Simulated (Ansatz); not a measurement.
**AsH (triplet): SPW92, PBE, revPBE over a scan of the distance As1–H2, aug-cc-pVDZ, part 1 of 2**

How well do these functionals follow the top wave-function level for AsH (triplet) over a scan of the distance As1–H2?

Method: aug-cc-pVDZ, all electrons in the functionals; program: Ansatz 0.2.0, Gaussian basis.

Plan: SPW92, PBE, revPBE, at 1.223 Å; 1.352 Å; 1.531 Å; 1.682 Å; 1.888 Å; 2.122 Å; 2.501 Å; 2.854 Å; 3.439 Å; 4.148 Å; 5.166 Å.

14 further runs of the same task are left out: 1 for a known fault of the program, 9 that didn't finish, 4 set aside as unsound or not needed.

### 1 What is computed

The geometry derives from a PBE0/def2-TZVP stationary point (not a proven minimum). One bond is set to the value named and the two fragments are kept rigid. No spin-orbit coupling is included. The filled d shell of As may be among the frozen orbitals whatever the setting's name suggests; the logs give the count.

2 atoms, charge 0, spin multiplicity 3.

Atoms are counted from 1 here; the program's logs count them from 0.

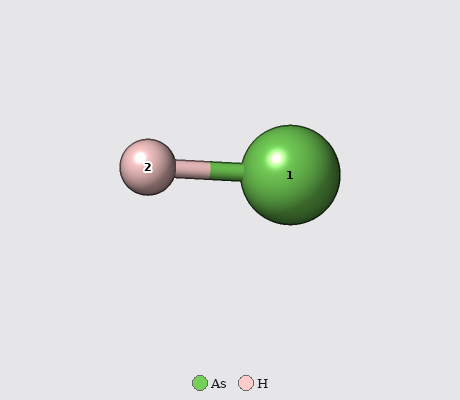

The geometry (arsenic green, hydrogen pink); atoms are numbered from 1 in the order of the file.

No dispersion term is added.

The geometry shown and the zero of energy belong to the point 1.531 Å. The yardstick, FCI, and other wave-function levels (R restricted, U unrestricted, valence and pair active spaces) come from earlier runs.

### 2 SPW92, 1.223 Å

File in.yaml:

```yaml
crystal:
  periodic: [false, false, false]
  atoms:
    - {symbol: As, position_ang: [0.000000, 0.000000, 0.000000]}
    - {symbol: H, position_ang: [0.000000, 0.000000, 1.223000]}
basis:
  gaussian: {orbitals: aug-cc-pVDZ}
magnetization: {spin_polarized: true, initial_magnetization: 2}
hamiltonian: {xc: {name: SPW92}}
```

Run with:

```
> ansatz run in.yaml --threads 1 --pin off --events-out ev --progress --plain --max-ram 2393MiB
```

Log:

```text
Functional definition: SPW92
  name "SPW92"
  cite "Dirac, Proc. Camb. Phil. Soc. 26, 376 (1930) doi:10.1017/S0305004100016108"
  cite "Slater, Phys. Rev. 81, 385 (1951) doi:10.1103/PhysRev.81.385"
  cite "Perdew & Wang, Phys. Rev. B 45, 13244 (1992) doi:10.1103/PhysRevB.45.13244"
  exchange = slater_x
  correlation = pw_c
498 factors; their error is unknown
mean field evaluation 1: about -60763.0269 eV, gradient 8.8e0 eV
mean field evaluation 2: about -60763.3787 eV, gradient 5.5e0 eV
mean field evaluation 4: about -60763.6135 eV, gradient 1.5e-1 eV
mean field evaluation 8: about -60763.6087 eV, gradient 4.5e-4 eV
mean field -60763.60872770 eV, -2233.0214336895 hartree, gradient 3.2e-5 eV, S^2 2.001690; 0 other end points of the search recorded, 0 dependent functions left out
reference -60763.60877457 eV, -2233.0214354122 hartree; 18, 16 occupied and 27, 29 virtual orbitals, 498 factors
Total energy: -60763.60877457 eV, -2233.0214354122 hartree
```

Wall time 0.21 s (1 thread of Intel Xeon 6975P-C, shared host).

From the report: ⟨S²⟩ of the determinant 2.002 (pure triplet: 2.00).

### 3 SPW92, 1.352 Å

Changes to in.yaml since step 2:

```diff
@@ -4,3 +4,3 @@
     - {symbol: As, position_ang: [0.000000, 0.000000, 0.000000]}
-    - {symbol: H, position_ang: [0.000000, 0.000000, 1.223000]}
+    - {symbol: H, position_ang: [0.000000, 0.000000, 1.352000]}
 basis:
```

The command is unchanged.

Log, cut to the lines that bear on the results:

```text
Functional definition: SPW92
  name "SPW92"
  cite "Dirac, Proc. Camb. Phil. Soc. 26, 376 (1930) doi:10.1017/S0305004100016108"
  cite "Slater, Phys. Rev. 81, 385 (1951) doi:10.1103/PhysRev.81.385"
  cite "Perdew & Wang, Phys. Rev. B 45, 13244 (1992) doi:10.1103/PhysRevB.45.13244"
[...]
498 factors; their error is unknown
[...]
mean field -60764.64821399 eV, -2233.0596341064 hartree, gradient 2.0e-5 eV, S^2 2.001839; 0 other end points of the search recorded, 0 dependent functions left out
reference -60764.64826133 eV, -2233.0596358461 hartree; 18, 16 occupied and 27, 29 virtual orbitals, 498 factors
Total energy: -60764.64826133 eV, -2233.0596358461 hartree
```

It took 0.24 s on 1 thread of Intel Xeon 6975P-C, shared host.

From the report: ⟨S²⟩ of the determinant 2.002 (pure triplet: 2.00).

### 4 SPW92, 1.531 Å

Changes to in.yaml since step 3:

```diff
@@ -4,3 +4,3 @@
     - {symbol: As, position_ang: [0.000000, 0.000000, 0.000000]}
-    - {symbol: H, position_ang: [0.000000, 0.000000, 1.352000]}
+    - {symbol: H, position_ang: [0.000000, 0.000000, 1.531400]}
 basis:
```

The command is unchanged.

Log, cut to the lines that bear on the results:

```text
Functional definition: SPW92
  name "SPW92"
  cite "Dirac, Proc. Camb. Phil. Soc. 26, 376 (1930) doi:10.1017/S0305004100016108"
  cite "Slater, Phys. Rev. 81, 385 (1951) doi:10.1103/PhysRev.81.385"
  cite "Perdew & Wang, Phys. Rev. B 45, 13244 (1992) doi:10.1103/PhysRevB.45.13244"
[...]
498 factors; their error is unknown
[...]
mean field -60765.07536981 eV, -2233.0753317930 hartree, gradient 1.3e-6 eV, S^2 2.002364; 0 other end points of the search recorded, 0 dependent functions left out
reference -60765.07541873 eV, -2233.0753335907 hartree; 18, 16 occupied and 27, 29 virtual orbitals, 498 factors
Total energy: -60765.07541873 eV, -2233.0753335907 hartree
```

It took 0.24 s on 1 thread of Intel Xeon 6975P-C, shared host.

From the report: ⟨S²⟩ of the determinant 2.002 (pure triplet: 2.00).

### 5 SPW92, 1.682 Å

Changes to in.yaml since step 4:

```diff
@@ -4,3 +4,3 @@
     - {symbol: As, position_ang: [0.000000, 0.000000, 0.000000]}
-    - {symbol: H, position_ang: [0.000000, 0.000000, 1.531400]}
+    - {symbol: H, position_ang: [0.000000, 0.000000, 1.682000]}
 basis:
```

The command is unchanged.

Log, cut to the lines that bear on the results:

```text
Functional definition: SPW92
  name "SPW92"
  cite "Dirac, Proc. Camb. Phil. Soc. 26, 376 (1930) doi:10.1017/S0305004100016108"
  cite "Slater, Phys. Rev. 81, 385 (1951) doi:10.1103/PhysRev.81.385"
  cite "Perdew & Wang, Phys. Rev. B 45, 13244 (1992) doi:10.1103/PhysRevB.45.13244"
[...]
498 factors; their error is unknown
[...]
mean field -60764.95985764 eV, -2233.0710867992 hartree, gradient 5.7e-5 eV, S^2 2.003376; 0 other end points of the search recorded, 0 dependent functions left out
reference -60764.95990725 eV, -2233.0710886221 hartree; 18, 16 occupied and 27, 29 virtual orbitals, 498 factors
Total energy: -60764.95990725 eV, -2233.0710886221 hartree
```

Run time: 0.24 s. Hardware: 1 thread of Intel Xeon 6975P-C, shared host.

From the report: ⟨S²⟩ of the determinant 2.003 (pure triplet: 2.00).

From 1.531 Å: +0.116 eV.

### 6 SPW92, 1.888 Å

Changes to in.yaml since step 5:

```diff
@@ -4,3 +4,3 @@
     - {symbol: As, position_ang: [0.000000, 0.000000, 0.000000]}
-    - {symbol: H, position_ang: [0.000000, 0.000000, 1.682000]}
+    - {symbol: H, position_ang: [0.000000, 0.000000, 1.888000]}
 basis:
```

Launched as before.

Log, cut to the lines that bear on the results:

```text
Functional definition: SPW92
  name "SPW92"
  cite "Dirac, Proc. Camb. Phil. Soc. 26, 376 (1930) doi:10.1017/S0305004100016108"
  cite "Slater, Phys. Rev. 81, 385 (1951) doi:10.1103/PhysRev.81.385"
  cite "Perdew & Wang, Phys. Rev. B 45, 13244 (1992) doi:10.1103/PhysRevB.45.13244"
[...]
498 factors; their error is unknown
[...]
mean field -60764.49947055 eV, -2233.0541678855 hartree, gradient 5.8e-5 eV, S^2 2.006690; 0 other end points of the search recorded, 0 dependent functions left out
reference -60764.49952056 eV, -2233.0541697237 hartree; 18, 16 occupied and 27, 29 virtual orbitals, 498 factors
Total energy: -60764.49952056 eV, -2233.0541697237 hartree
```

Wall time 0.27 s (1 thread of Intel Xeon 6975P-C, shared host).

From the report: ⟨S²⟩ of the determinant 2.007 (pure triplet: 2.00).

From 1.531 Å: +0.576 eV.

### 7 SPW92, 2.122 Å

Changes to in.yaml since step 6:

```diff
@@ -4,3 +4,3 @@
     - {symbol: As, position_ang: [0.000000, 0.000000, 0.000000]}
-    - {symbol: H, position_ang: [0.000000, 0.000000, 1.888000]}
+    - {symbol: H, position_ang: [0.000000, 0.000000, 2.122000]}
 basis:
```

Launched as before.

Log, cut to the lines that bear on the results:

```text
Functional definition: SPW92
  name "SPW92"
  cite "Dirac, Proc. Camb. Phil. Soc. 26, 376 (1930) doi:10.1017/S0305004100016108"
  cite "Slater, Phys. Rev. 81, 385 (1951) doi:10.1103/PhysRev.81.385"
  cite "Perdew & Wang, Phys. Rev. B 45, 13244 (1992) doi:10.1103/PhysRevB.45.13244"
[...]
498 factors; their error is unknown
[...]
mean field -60763.84255437 eV, -2233.0300266613 hartree, gradient 4.4e-5 eV, S^2 2.017863; 0 other end points of the search recorded, 0 dependent functions left out
reference -60763.84260462 eV, -2233.0300285078 hartree; 18, 16 occupied and 27, 29 virtual orbitals, 498 factors
Total energy: -60763.84260462 eV, -2233.0300285078 hartree
```

Run time: 0.24 s. Hardware: 1 thread of Intel Xeon 6975P-C, shared host.

From the report: ⟨S²⟩ of the determinant 2.018 (pure triplet: 2.00).

From 1.531 Å: +1.233 eV.

### 8 SPW92, 2.501 Å

Changes to in.yaml since step 7:

```diff
@@ -4,3 +4,3 @@
     - {symbol: As, position_ang: [0.000000, 0.000000, 0.000000]}
-    - {symbol: H, position_ang: [0.000000, 0.000000, 2.122000]}
+    - {symbol: H, position_ang: [0.000000, 0.000000, 2.501000]}
 basis:
```

The command is unchanged.

Log, cut to the lines that bear on the results:

```text
Functional definition: SPW92
  name "SPW92"
  cite "Dirac, Proc. Camb. Phil. Soc. 26, 376 (1930) doi:10.1017/S0305004100016108"
  cite "Slater, Phys. Rev. 81, 385 (1951) doi:10.1103/PhysRev.81.385"
  cite "Perdew & Wang, Phys. Rev. B 45, 13244 (1992) doi:10.1103/PhysRevB.45.13244"
[...]
498 factors; their error is unknown
[...]
mean field -60762.85832976 eV, -2232.9938570739 hartree, gradient 5.8e-5 eV, S^2 2.132010; 2 other end points of the search recorded, 0 dependent functions left out
reference -60762.85838071 eV, -2232.9938589465 hartree; 18, 16 occupied and 27, 29 virtual orbitals, 498 factors
Total energy: -60762.85838071 eV, -2232.9938589465 hartree
```

Wall time 0.27 s (1 thread of Intel Xeon 6975P-C, shared host).

From the report: ⟨S²⟩ of the determinant 2.132 (pure triplet: 2.00).

From 1.531 Å: +2.217 eV.

### 9 SPW92, 2.854 Å

Changes to in.yaml since step 8:

```diff
@@ -4,3 +4,3 @@
     - {symbol: As, position_ang: [0.000000, 0.000000, 0.000000]}
-    - {symbol: H, position_ang: [0.000000, 0.000000, 2.501000]}
+    - {symbol: H, position_ang: [0.000000, 0.000000, 2.854000]}
 basis:
```

Launched as before.

Log, cut to the lines that bear on the results:

```text
Functional definition: SPW92
  name "SPW92"
  cite "Dirac, Proc. Camb. Phil. Soc. 26, 376 (1930) doi:10.1017/S0305004100016108"
  cite "Slater, Phys. Rev. 81, 385 (1951) doi:10.1103/PhysRev.81.385"
  cite "Perdew & Wang, Phys. Rev. B 45, 13244 (1992) doi:10.1103/PhysRevB.45.13244"
[...]
498 factors; their error is unknown
[...]
mean field -60762.26168116 eV, -2232.9719306425 hartree, gradient 3.6e-5 eV, S^2 2.499000; 0 other end points of the search recorded, 0 dependent functions left out
reference -60762.26173377 eV, -2232.9719325756 hartree; 18, 16 occupied and 27, 29 virtual orbitals, 498 factors
Total energy: -60762.26173377 eV, -2232.9719325756 hartree
```

Wall time 0.27 s (1 thread of Intel Xeon 6975P-C, shared host).

From the report: ⟨S²⟩ of the determinant 2.499 (pure triplet: 2.00).

From 1.531 Å: +2.814 eV.

### 10 SPW92, 3.439 Å

Changes to in.yaml since step 9:

```diff
@@ -4,3 +4,3 @@
     - {symbol: As, position_ang: [0.000000, 0.000000, 0.000000]}
-    - {symbol: H, position_ang: [0.000000, 0.000000, 2.854000]}
+    - {symbol: H, position_ang: [0.000000, 0.000000, 3.439000]}
 basis:
```

Launched as before.

Log, cut to the lines that bear on the results:

```text
Functional definition: SPW92
  name "SPW92"
  cite "Dirac, Proc. Camb. Phil. Soc. 26, 376 (1930) doi:10.1017/S0305004100016108"
  cite "Slater, Phys. Rev. 81, 385 (1951) doi:10.1103/PhysRev.81.385"
  cite "Perdew & Wang, Phys. Rev. B 45, 13244 (1992) doi:10.1103/PhysRevB.45.13244"
[...]
498 factors; their error is unknown
[...]
mean field -60761.86692181 eV, -2232.9574235040 hartree, gradient 4.7e-5 eV, S^2 2.872037; 4 other end points of the search recorded, 0 dependent functions left out
reference -60761.86697786 eV, -2232.9574255638 hartree; 18, 16 occupied and 27, 29 virtual orbitals, 498 factors
Total energy: -60761.86697786 eV, -2232.9574255638 hartree
```

Wall time 0.66 s (1 thread of Intel Xeon 6975P-C, shared host).

From the report: ⟨S²⟩ of the determinant 2.872 (pure triplet: 2.00). The determinant is far from a pure spin state, so its energy mixes those of several spin states (harmless only where they are near-degenerate, as at dissociation).

From 1.531 Å: +3.208 eV.

### 11 SPW92, 4.148 Å

Changes to in.yaml since step 10:

```diff
@@ -4,3 +4,3 @@
     - {symbol: As, position_ang: [0.000000, 0.000000, 0.000000]}
-    - {symbol: H, position_ang: [0.000000, 0.000000, 3.439000]}
+    - {symbol: H, position_ang: [0.000000, 0.000000, 4.148000]}
 basis:
```

The command is unchanged.

Log, cut to the lines that bear on the results:

```text
Functional definition: SPW92
  name "SPW92"
  cite "Dirac, Proc. Camb. Phil. Soc. 26, 376 (1930) doi:10.1017/S0305004100016108"
  cite "Slater, Phys. Rev. 81, 385 (1951) doi:10.1103/PhysRev.81.385"
  cite "Perdew & Wang, Phys. Rev. B 45, 13244 (1992) doi:10.1103/PhysRevB.45.13244"
[...]
498 factors; their error is unknown
[...]
mean field -60761.75021112 eV, -2232.9531344652 hartree, gradient 4.4e-5 eV, S^2 2.980347; 0 other end points of the search recorded, 0 dependent functions left out
reference -60761.75027161 eV, -2232.9531366880 hartree; 18, 16 occupied and 27, 29 virtual orbitals, 498 factors
Total energy: -60761.75027161 eV, -2232.9531366880 hartree
```

Run time: 0.27 s. Hardware: 1 thread of Intel Xeon 6975P-C, shared host.

From the report: ⟨S²⟩ of the determinant 2.980 (pure triplet: 2.00). The determinant is far from a pure spin state, so its energy mixes those of several spin states (harmless only where they are near-degenerate, as at dissociation).

From 1.531 Å: +3.325 eV.

### 12 SPW92, 5.166 Å

Changes to in.yaml since step 11:

```diff
@@ -4,3 +4,3 @@
     - {symbol: As, position_ang: [0.000000, 0.000000, 0.000000]}
-    - {symbol: H, position_ang: [0.000000, 0.000000, 4.148000]}
+    - {symbol: H, position_ang: [0.000000, 0.000000, 5.166000]}
 basis:
```

Same command.

Log, cut to the lines that bear on the results:

```text
Functional definition: SPW92
  name "SPW92"
  cite "Dirac, Proc. Camb. Phil. Soc. 26, 376 (1930) doi:10.1017/S0305004100016108"
  cite "Slater, Phys. Rev. 81, 385 (1951) doi:10.1103/PhysRev.81.385"
  cite "Perdew & Wang, Phys. Rev. B 45, 13244 (1992) doi:10.1103/PhysRevB.45.13244"
[...]
498 factors; their error is unknown
[...]
mean field -60761.72236752 eV, -2232.9521112319 hartree, gradient 1.5e-6 eV, S^2 2.999003; 3 other end points of the search recorded, 0 dependent functions left out
reference -60761.72243388 eV, -2232.9521136705 hartree; 18, 16 occupied and 27, 29 virtual orbitals, 498 factors
Total energy: -60761.72243388 eV, -2232.9521136705 hartree
```

Wall time 0.81 s (1 thread of Intel Xeon 6975P-C, shared host).

From the report: ⟨S²⟩ of the determinant 2.999 (pure triplet: 2.00). The determinant is far from a pure spin state, so its energy mixes those of several spin states (harmless only where they are near-degenerate, as at dissociation).

From 1.531 Å: +3.353 eV.

### 13 PBE, 1.223 Å

File in.yaml:

```yaml
crystal:
  periodic: [false, false, false]
  atoms:
    - {symbol: As, position_ang: [0.000000, 0.000000, 0.000000]}
    - {symbol: H, position_ang: [0.000000, 0.000000, 1.223000]}
basis:
  gaussian: {orbitals: aug-cc-pVDZ}
magnetization: {spin_polarized: true, initial_magnetization: 2}
hamiltonian: {xc: {name: PBE}}
output: {orbitals: {seedname: orbitals}}
```

Same command.

Log, cut to the lines that bear on the results:

```text
Functional definition: PBE
  name "PBE"
  cite "Perdew, Burke & Ernzerhof, Phys. Rev. Lett. 77, 3865 (1996) doi:10.1103/PhysRevLett.77.3865"
  parent pbe
[...]
498 factors; their error is unknown
[...]
mean field -60844.56347237 eV, -2235.9964656830 hartree, gradient 2.7e-5 eV, S^2 2.003402; 0 other end points of the search recorded, 0 dependent functions left out
reference -60844.56352909 eV, -2235.9964677677 hartree; 18, 16 occupied and 27, 29 virtual orbitals, 498 factors
Total energy: -60844.56352909 eV, -2235.9964677677 hartree
```

Wall time 0.48 s (1 thread of Intel Xeon 6975P-C, shared host).

From the report: ⟨S²⟩ of the determinant 2.003 (pure triplet: 2.00).

### 14 PBE, 1.352 Å

Changes to in.yaml since step 13:

```diff
@@ -4,3 +4,3 @@
     - {symbol: As, position_ang: [0.000000, 0.000000, 0.000000]}
-    - {symbol: H, position_ang: [0.000000, 0.000000, 1.223000]}
+    - {symbol: H, position_ang: [0.000000, 0.000000, 1.352000]}
 basis:
```

The command is unchanged.

Log, cut to the lines that bear on the results:

```text
Functional definition: PBE
  name "PBE"
  cite "Perdew, Burke & Ernzerhof, Phys. Rev. Lett. 77, 3865 (1996) doi:10.1103/PhysRevLett.77.3865"
  parent pbe
[...]
498 factors; their error is unknown
[...]
mean field -60845.61859873 eV, -2236.0352408619 hartree, gradient 2.8e-5 eV, S^2 2.003564; 0 other end points of the search recorded, 0 dependent functions left out
reference -60845.61865566 eV, -2236.0352429541 hartree; 18, 16 occupied and 27, 29 virtual orbitals, 498 factors
Total energy: -60845.61865566 eV, -2236.0352429541 hartree
```

Wall time 0.39 s (1 thread of Intel Xeon 6975P-C, shared host).

From the report: ⟨S²⟩ of the determinant 2.004 (pure triplet: 2.00).

### 15 PBE, 1.531 Å

Changes to in.yaml since step 14:

```diff
@@ -4,3 +4,3 @@
     - {symbol: As, position_ang: [0.000000, 0.000000, 0.000000]}
-    - {symbol: H, position_ang: [0.000000, 0.000000, 1.352000]}
+    - {symbol: H, position_ang: [0.000000, 0.000000, 1.531400]}
 basis:
```

Launched as before.

Log, cut to the lines that bear on the results:

```text
Functional definition: PBE
  name "PBE"
  cite "Perdew, Burke & Ernzerhof, Phys. Rev. Lett. 77, 3865 (1996) doi:10.1103/PhysRevLett.77.3865"
  parent pbe
[...]
498 factors; their error is unknown
[...]
mean field -60846.06043013 eV, -2236.0514778662 hartree, gradient 5.2e-5 eV, S^2 2.004181; 0 other end points of the search recorded, 0 dependent functions left out
reference -60846.06048833 eV, -2236.0514800051 hartree; 18, 16 occupied and 27, 29 virtual orbitals, 498 factors
Total energy: -60846.06048833 eV, -2236.0514800051 hartree
```

It took 0.39 s on 1 thread of Intel Xeon 6975P-C, shared host.

From the report: ⟨S²⟩ of the determinant 2.004 (pure triplet: 2.00).

### 16 PBE, 1.682 Å

Changes to in.yaml since step 15:

```diff
@@ -4,3 +4,3 @@
     - {symbol: As, position_ang: [0.000000, 0.000000, 0.000000]}
-    - {symbol: H, position_ang: [0.000000, 0.000000, 1.531400]}
+    - {symbol: H, position_ang: [0.000000, 0.000000, 1.682000]}
 basis:
```

The command is unchanged.

Log, cut to the lines that bear on the results:

```text
Functional definition: PBE
  name "PBE"
  cite "Perdew, Burke & Ernzerhof, Phys. Rev. Lett. 77, 3865 (1996) doi:10.1103/PhysRevLett.77.3865"
  parent pbe
[...]
498 factors; their error is unknown
[...]
mean field -60845.95468291 eV, -2236.0475917274 hartree, gradient 7.1e-6 eV, S^2 2.005478; 0 other end points of the search recorded, 0 dependent functions left out
reference -60845.95474162 eV, -2236.0475938852 hartree; 18, 16 occupied and 27, 29 virtual orbitals, 498 factors
Total energy: -60845.95474162 eV, -2236.0475938852 hartree
```

Wall time 0.45 s (1 thread of Intel Xeon 6975P-C, shared host).

From the report: ⟨S²⟩ of the determinant 2.005 (pure triplet: 2.00).

From 1.531 Å: +0.106 eV.

### 17 PBE, 1.888 Å

Changes to in.yaml since step 16:

```diff
@@ -4,3 +4,3 @@
     - {symbol: As, position_ang: [0.000000, 0.000000, 0.000000]}
-    - {symbol: H, position_ang: [0.000000, 0.000000, 1.682000]}
+    - {symbol: H, position_ang: [0.000000, 0.000000, 1.888000]}
 basis:
```

The command is unchanged.

Log, cut to the lines that bear on the results:

```text
Functional definition: PBE
  name "PBE"
  cite "Perdew, Burke & Ernzerhof, Phys. Rev. Lett. 77, 3865 (1996) doi:10.1103/PhysRevLett.77.3865"
  parent pbe
[...]
498 factors; their error is unknown
[...]
mean field -60845.50664801 eV, -2236.0311267486 hartree, gradient 2.9e-5 eV, S^2 2.010194; 0 other end points of the search recorded, 0 dependent functions left out
reference -60845.50670694 eV, -2236.0311289142 hartree; 18, 16 occupied and 27, 29 virtual orbitals, 498 factors
Total energy: -60845.50670694 eV, -2236.0311289142 hartree
```

Run time: 0.48 s. Hardware: 1 thread of Intel Xeon 6975P-C, shared host.

From the report: ⟨S²⟩ of the determinant 2.010 (pure triplet: 2.00).

From 1.531 Å: +0.554 eV.

### 18 PBE, 2.122 Å

Changes to in.yaml since step 17:

```diff
@@ -4,3 +4,3 @@
     - {symbol: As, position_ang: [0.000000, 0.000000, 0.000000]}
-    - {symbol: H, position_ang: [0.000000, 0.000000, 1.888000]}
+    - {symbol: H, position_ang: [0.000000, 0.000000, 2.122000]}
 basis:
```

Same command.

Log, cut to the lines that bear on the results:

```text
Functional definition: PBE
  name "PBE"
  cite "Perdew, Burke & Ernzerhof, Phys. Rev. Lett. 77, 3865 (1996) doi:10.1103/PhysRevLett.77.3865"
  parent pbe
[...]
498 factors; their error is unknown
[...]
mean field -60844.86615366 eV, -2236.0075890156 hartree, gradient 7.1e-6 eV, S^2 2.028765; 0 other end points of the search recorded, 0 dependent functions left out
reference -60844.86621271 eV, -2236.0075911857 hartree; 18, 16 occupied and 27, 29 virtual orbitals, 498 factors
Total energy: -60844.86621271 eV, -2236.0075911857 hartree
```

It took 0.45 s on 1 thread of Intel Xeon 6975P-C, shared host.

From the report: ⟨S²⟩ of the determinant 2.029 (pure triplet: 2.00).

From 1.531 Å: +1.194 eV.

### 19 PBE, 2.501 Å

Changes to in.yaml since step 18:

```diff
@@ -4,3 +4,3 @@
     - {symbol: As, position_ang: [0.000000, 0.000000, 0.000000]}
-    - {symbol: H, position_ang: [0.000000, 0.000000, 2.122000]}
+    - {symbol: H, position_ang: [0.000000, 0.000000, 2.501000]}
 basis:
```

Launched as before.

Log, cut to the lines that bear on the results:

```text
Functional definition: PBE
  name "PBE"
  cite "Perdew, Burke & Ernzerhof, Phys. Rev. Lett. 77, 3865 (1996) doi:10.1103/PhysRevLett.77.3865"
  parent pbe
[...]
498 factors; their error is unknown
[...]
mean field -60843.94290305 eV, -2235.9736601815 hartree, gradient 2.8e-5 eV, S^2 2.252809; 2 other end points of the search recorded, 0 dependent functions left out
reference -60843.94296385 eV, -2235.9736624157 hartree; 18, 16 occupied and 27, 29 virtual orbitals, 498 factors
Total energy: -60843.94296385 eV, -2235.9736624157 hartree
```

It took 0.54 s on 1 thread of Intel Xeon 6975P-C, shared host.

From the report: ⟨S²⟩ of the determinant 2.253 (pure triplet: 2.00).

From 1.531 Å: +2.118 eV.

(Continued in part 2 of 2.)
